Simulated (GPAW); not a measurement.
**CH$_{3}$GaS: property calculation**

System: CH$_{3}$GaS, SMILES [CH2]1[S][GaH]1.
Method: RPBE/real-space grid, scalar-relativistic datasets (GPAW 26.7.0).

Some settings of this run were made unusual or wrong on purpose. The geometry comes from this level: GFN2-xTB.

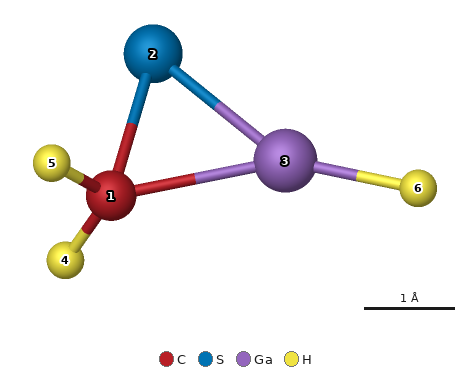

**Figure 1.** The input geometry (ball-and-stick view, seen at a tilt; atoms are numbered from 1 in the order of the input). Sticks mark near contacts. Bond lengths as drawn: C–Ga 1.98 Å, C–H 1.09 Å, C–S 2.01 Å, Ga–H 1.56 Å and Ga–S 2.17 Å.

### Outcome

```csv
quantity,value
outcome,converged
energy relative to the program's reference atoms,−23.6953 eV
largest force,7.705 eV/Å
HOMO,−5.88 eV
LUMO,−2.33 eV
dipole moment,1.97 D
hardware,"1 thread of Intel Xeon (Granite Rapids), 16 GiB of memory available, shared host"
wall time,4.3 s
peak memory,0.48 GiB
```

Some settings of this run were drawn to be unusual or wrong (conv set to {"energy": 0.5, "density": 0.5, "eigenstates": 1.0}). It converged; results that depend on the unusual settings are not reference values.

### Input file (run.py)
```python
import numpy as np
from ase import Atoms
from ase.units import Bohr, Debye
from gpaw import GPAW

positions_bohr = np.array(
              [[ -0.789225,   0.152406,  -1.359620],
               [  1.163599,  -2.933705,  -0.322954],
               [  0.853174,   0.439758,   1.991847],
               [ -2.739347,  -0.435393,  -1.644742],
               [  0.040157,   0.829269,  -3.115554],
               [  1.471643,   1.947665,   4.451023]])
system = Atoms('CSGaHHH', positions=positions_bohr * Bohr)
system.center(vacuum=4.5)

dft = GPAW(mode='fd',
           h=0.2,
           xc='RPBE',
           convergence={'energy': 0.5, 'density': 0.5, 'eigenstates': 1.0},
           maxiter=94,
           txt='-')
system.calc = dft

energy = system.get_potential_energy()
print(f'Energy: {energy:.5f} eV')
forces = system.get_forces()
print('Forces (eV/Ang)')
for symbol, f in zip(system.symbols, forces):
    print(f'{symbol:2} {f[0]:9.4f} {f[1]:9.4f} {f[2]:9.4f}')
dipole = system.get_dipole_moment() / Debye
print(f'Dipole = {np.linalg.norm(dipole):.3f} D')
homo, lumo = dft.get_homo_lumo()
print(f'HOMO                    {homo:.3f} eV')
print(f'LUMO: {lumo:.3f} eV')
print(f'Gap = {lumo - homo:.3f} eV')
```

Run as:
```bash
python run.py
```

### The program's output
```
__  _  _
 | _ |_)|_||  |
 |__||  | ||/\| - 26.7.0

units:  Angstrom and eV
cores:  1
OpenMP: False

Versions:
  Python: 3.12.14
  ASE:    3.29.0
  Numpy:  2.5.5
  Scipy:  1.18.1
  Libxc:  7.0.0

        _gpaw.cpython-312-x86_64-linux-gnu.so

Input parameters:
  mode=FD(),
  convergence={'energy': 0.5, 'density': 0.5, 'eigenstates': 1.0},
  h=0.2,
  maxiter=94,
  xc=XC(name='RPBE')

Diagonalizing LCAO Hamiltonian
Converting LCAO to fd mode
        .---------------------------.
       /|                           |
      / |                           |
     /  |                           |
    /   |                           |
   /    |                           |
  /     |                           |
 *      |                           |
 |      |             H             |
 |      |                           |
 |      |            Ga             |
 |      |                           |
 |      |                           |
 |      |       H  CS               |
 |      |           H               |
 |      |                           |
 |      .---------------------------.
 |     /                           /
 |    /                           /
 |   /                           /
 |  /                           /
 | /                           /
 |/                           /
 *---------------------------*

Atoms  # Å, Bohr magnetons
|   | symbol |        x |        y |        z |    initial magnetic moments |
|---|--------|----------|----------|----------|-----------------------------|
| 0 |      C | 5.531960 | 6.133100 | 5.429200 | ( 0.0000,  0.0000,  0.0000) |
| 1 |      S | 6.565350 | 4.500000 | 5.977780 | ( 0.0000,  0.0000,  0.0000) |
| 2 |     Ga | 6.401080 | 6.285160 | 7.202720 | ( 0.0000,  0.0000,  0.0000) |
| 3 |      H | 4.500000 | 5.822050 | 5.278320 | ( 0.0000,  0.0000,  0.0000) |
| 4 |      H | 5.970850 | 6.491280 | 4.500000 | ( 0.0000,  0.0000,  0.0000) |
| 5 |      H | 6.728360 | 7.083110 | 8.504060 | ( 0.0000,  0.0000,  0.0000) |

Unit cell  # Å
| periodic |         x |         y |         z |   lengths |    angles |
|----------|-----------|-----------|-----------|-----------|-----------|
|       no | 11.228360 |  0.000000 |  0.000000 | 11.228360 | 90.000000 |
|       no |  0.000000 | 11.583110 |  0.000000 | 11.583110 | 90.000000 |
|       no |  0.000000 |  0.000000 | 13.004060 | 13.004060 | 90.000000 |

Number of symmetries: 1
Symmetry operations  # r_c * U_cc + t_c -> r_c
|   | kind |            matrix            |
|---|------|------------------------------|
| 0 |  E   |  1, 0, 0,  0, 1, 0,  0, 0, 1 |

BZ-sampling:
  Number of BZ points: 1
  Number of IBZ points: 1

  Monkhorst-Pack size: [1, 1, 1]
  Monkhorst-Pack shift: [0, 0, 0]

K-points  # in reciprocal-cell coordinates
|   |                                coordinates |     weight |
|---|--------------------------------------------|------------|
| 0 | (  0.00000000,   0.00000000,   0.00000000) | 1.00000000 |

Uniform wave function grid shape: (np.int64(55), np.int64(55), np.int64(63))
Spin-components: 1 (collinear spins)
Bands:           14
Projectors:      24
Spin-degeneracy: 2
Datatype:        float64

  Storage: CPU
  Wave functions: 21_344_400 bytes (21_344_400 per core)

Parallelization:
  kpt:    1
  domain: 1
  band:   1

Density:
  Valence electrons: 16.0
  Components: 1
  Grid points: [56 56 64]
  Charge: 0.0  # |e|

Potential:
  Grid points: [56 56 64]

species:
  C:
    name:    Carbon
    Z:       6.0
    valence: 4
    core:    2
    charge:  0.0  # [|e|]
    file:    C.RPBE.gz
    compensation charges:
      type: gauss
      rc: 0.20  # [Å]
      lmax: 2
    cutoffs:
      filter: 1.14  # [Å]
      core: 1.14  # [Å]
    projectors
    | kind |    occ | energy [eV] | rcut [Å] |
    |------|--------|-------------|----------|
    |   2s |  2.000 |     -13.815 |    0.635 |
    |   2p |  2.000 |      -5.254 |    0.635 |
    |    s |        |      13.396 |    0.635 |
    |    p |        |      21.957 |    0.635 |
    |    d |        |       0.000 |    0.635 |

    Using partial waves for C as LCAO basis

  S:
    name:    Sulfur
    Z:       16.0
    valence: 6
    core:    10
    charge:  0.0  # [|e|]
    file:    S.RPBE.gz
    compensation charges:
      type: gauss
      rc: 0.24  # [Å]
      lmax: 2
    cutoffs:
      filter: 1.77  # [Å]
      core: 1.66  # [Å]
    projectors
    | kind |    occ | energy [eV] | rcut [Å] |
    |------|--------|-------------|----------|
    |   3s |  2.000 |     -17.247 |    0.974 |
    |   3p |  4.000 |      -6.991 |    0.979 |
    |    s |        |       9.964 |    0.974 |
    |    p |        |      20.220 |    0.979 |
    |    d |        |       0.000 |    0.900 |

    Using partial waves for S as LCAO basis

  Ga:
    name:    Gallium
    Z:       31.0
    valence: 3
    core:    28
    charge:  0.0  # [|e|]
    file:    Ga.RPBE.gz
    compensation charges:
      type: gauss
      rc: 0.37  # [Å]
      lmax: 2
    cutoffs:
      filter: 2.06  # [Å]
      core: 4.17  # [Å]
    projectors
    | kind |    occ | energy [eV] | rcut [Å] |
    |------|--------|-------------|----------|
    |   4s |  2.000 |      -8.878 |    1.164 |
    |   4p |  1.000 |      -2.543 |    1.164 |
    |    s |        |      18.334 |    1.164 |
    |    p |        |      24.668 |    1.164 |
    |    d |        |       0.000 |    1.164 |

    Using partial waves for Ga as LCAO basis

  H:
    name:    Hydrogen
    Z:       1.0
    valence: 1
    core:    0
    charge:  0.0  # [|e|]
    file:    H.RPBE.gz
    compensation charges:
      type: gauss
      rc: 0.15  # [Å]
      lmax: 2
    cutoffs:
      filter: 0.85  # [Å]
      core: 0.53  # [Å]
    projectors
    | kind |    occ | energy [eV] | rcut [Å] |
    |------|--------|-------------|----------|
    |   1s |  1.000 |      -6.572 |    0.476 |
    |    s |        |      20.639 |    0.476 |
    |    p |        |       0.000 |    0.476 |

    Using partial waves for H as LCAO basis

Reference energy: -64819.366045  # eV

eigensolver:
  PPCG
  Converge bands: occupied
  niter=2

density mixing:
  MSR1-Mixer
  Pratt-step length: 0.05
  Maximum mixing coefficient: 0.75
  Old densities: 10
  SVD Regularization: 0.005
  Good broyden scale: 1.0
  Trust region scale: 1.0
  Backstep threshold: 4.0
  History deletion threshold: 6.0
  Fourier metric: weight=20.0, sigma=0.015

occupation numbers:
  # Zero width

FastPoissonSolver using
    Stencil: 6*3+1=19 point O(h^6) finite-difference Laplacian
    FFT axes: []
    FST axes: [np.int64(0), np.int64(1), np.int64(2)]

xc functional:
  name: RPBE with 2 nearest neighbor stencil
interpolation: tri-quintic # 5. degree polynomial

Initialization done in: 1.449 s

convergence criteria:
- Maximum [total energy] change in last 3 cyles: 0.5 eV / valence electron
- Maximum integral of absolute [dens]ity change: 0.5 electrons / valence electron
- Maximum integral of absolute [eigenst]ate change: 1 eV^2 / valence electron
maximum number of iterations: 94

SCF iterations
|iter     |     time |      energy | eigst |  dens |
|---------|----------|-------------|-------|-------|
|iter:   1| 00:00:02 |  -26.346976 | +0.96 |       |
|iter:   2| 00:00:04 |  -25.804752 | -0.11c| -0.62c|
|iter:   3| 00:00:04 |  -23.695264c| -0.02c| -0.67c|

Converged in 3 steps
SCF loop duration: 2.358 s (0.786 s/step)
Energy contributions relative to reference atoms: (reference = -64819.366045)

Energy contributions:
  Kinetic:          32.504728
  Coulomb:         -37.216428
  Zero:              2.591435
  External:          0.000000
  Xc:              -21.574999
  Entropy:           0.000000
  Spinorbit:         0.000000
  ----------------------------
  Free energy:     -23.695264
  Extrapolated:    -23.695264

dipole moment: (0.011262, 0.302140, 0.278016)  # |e|*Ang

Fermi level: -4.102
Eigenvalues  # (at kpt = [0.000, 0.000, 0.000])
| band index |      eig [eV] | occ [0-2] |
|------------|---------------|-----------|
|          0 |       -18.446 |     2.000 |
|          1 |       -15.183 |     2.000 |
|          2 |       -11.473 |     2.000 |
|          3 |       -10.594 |     2.000 |
|          4 |        -9.434 |     2.000 |
|          5 |        -7.417 |     2.000 |
|          6 |        -6.091 |     2.000 |
|          7 |        -5.877 |     2.000 |
|          8 |        -2.327 |     0.000 |
|          9 |        -1.866 |     0.000 |
|         10 |        -0.923 |     0.000 |
|         11 |        -0.490 |     0.000 |
|         12 |         0.552 |     0.000 |
|         13 |         1.266 |     0.000 |

Gap: 3.550 eV
Transition (v -> c):
  (s=0, k=0, n=7, [0.00, 0.00, 0.00]) -> (s=0, k=0, n=8, [0.00, 0.00, 0.00])
No difference between direct/indirect transitions
vacuum-level: 0.000  # V
Energy: -23.69526 eV

Forces  # eV/Ang
|        x |        y |        z |
|----------|----------|----------|
|  2.81497 | -2.58085 |  2.39821 |  # C    0
| -2.49970 |  7.12149 |  1.54973 |  # S    1
| -0.04481 | -0.35044 | -0.45177 |  # Ga   2
| -1.30446 | -0.14311 | -0.05570 |  # H    3
|  0.67503 |  0.28158 | -1.01675 |  # H    4
|  0.32121 |  0.61563 |  0.99711 |  # H    5

Force computation time: 0.047  # s
Forces (eV/Ang)
C     2.8150   -2.5808    2.3982
S    -2.4997    7.1215    1.5497
Ga   -0.0448   -0.3504   -0.4518
H    -1.3045   -0.1431   -0.0557
H     0.6750    0.2816   -1.0167
H     0.3212    0.6156    0.9971
Dipole = 1.973 D
HOMO                    -5.877 eV
LUMO: -2.327 eV
Gap = 3.550 eV
```
